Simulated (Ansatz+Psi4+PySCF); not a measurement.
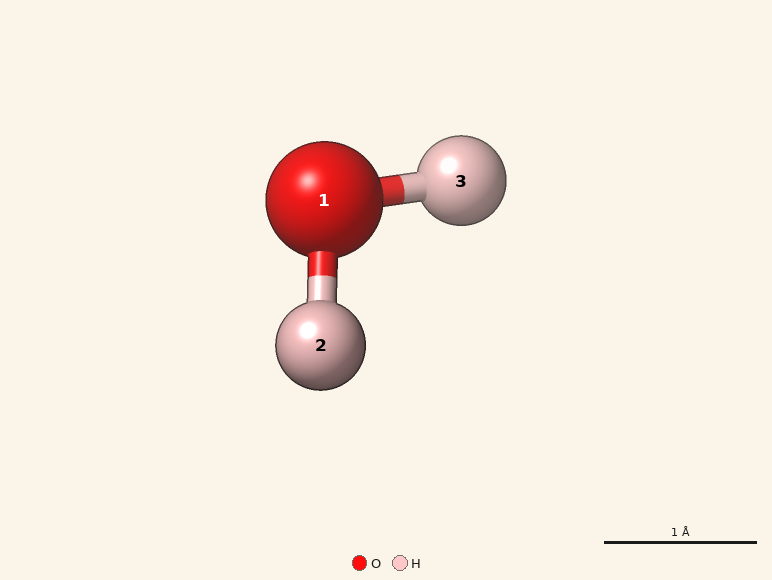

Simulated data, not a measurement (program: Ansatz+Psi4+PySCF).

Orthographic view. Distant atoms are faded towards the background colour. Geometry: a fixed input geometry, not necessarily a minimum.

Write a MOL file (V2000) with the atoms in numerical order, bonds sorted by atom number with the orders drawn, and coordinates in the frame of the picture: x right, y up, z towards the viewer, origin at the mean position.

```
H2O
                    3D

  3  2  0  0  0  0  0  0  0  0999 V2000
   -0.2900    0.2800    0.0200 O   0  0  0  0  0  0  0  0  0  0  0  0
   -0.3200   -0.6800    0.2900 H   0  0  0  0  0  0  0  0  0  0  0  0
    0.6100    0.4100   -0.3000 H   0  0  0  0  0  0  0  0  0  0  0  0
  1  2  1  0
  1  3  1  0
M  END
```
